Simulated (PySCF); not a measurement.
```xyz
14

C     2.3149   -0.2249   -0.3575
C     1.3487    0.6312    0.3890
S     1.8688    1.8618    1.3493
C    -0.0424    0.3558    0.2637
C    -0.6847   -0.6351   -0.4089
C    -2.1362   -0.6010   -0.2874
O    -2.9362   -1.3787   -0.8007
C    -2.4941    0.5223    0.5463
S    -1.1971    1.4145    1.1095
H     3.3297    0.1272   -0.1955
H     2.0913   -0.2051   -1.4238
H     2.2384   -1.2584   -0.0198
H    -0.1998   -1.3985   -0.9892
H    -3.5021    0.7883    0.8028
```

Geometry: GFN2-xTB.

These are results of UKS B3LYP, pcH-1 on C H O S, non-relativistic, mean-field spin-orbit, GIAO (PySCF 2.14.0, density-fitted response routines), not measurements.

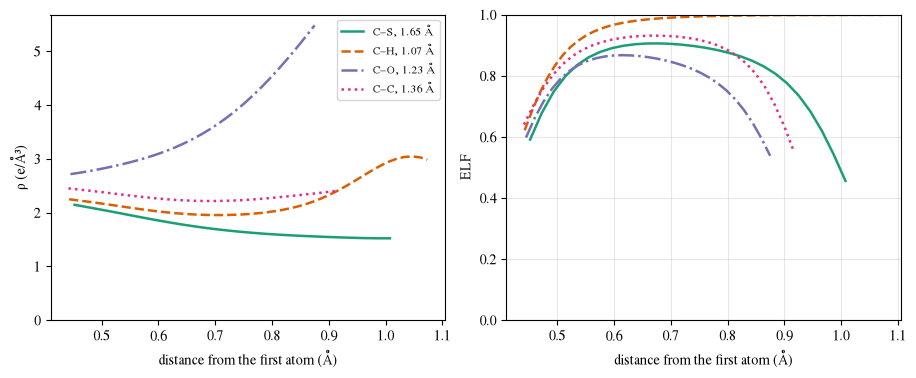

C6H5OS2 (SMILES CC(=S)C1=CC(=O)[CH]S1) (doublet). Total electron density and ELF along straight lines between neighbouring atoms. The curves leave out the atomic cores.

Question: Compare the contacts.

Answer: C–S (1.65 Å): ρ at the midpoint is about 1.6 e/Å³; the ELF peaks at about 0.90 between the atoms (a covalent bond).
C–H (1.07 Å): ρ is about 2.1 e/Å³ halfway; the ELF climbs to about 1 towards the hydrogen, as it does in any bond to H (a covalent bond by its length).
C–O (1.23 Å): ρ is about 3.1 e/Å³ halfway; the ELF peaks at about 0.85 between the atoms: a multiple bond.
C–C (1.36 Å): the density is about 2.2 e/Å³ at the midpoint; the ELF peaks at about 0.95 between the atoms; localised, covalent bonding.
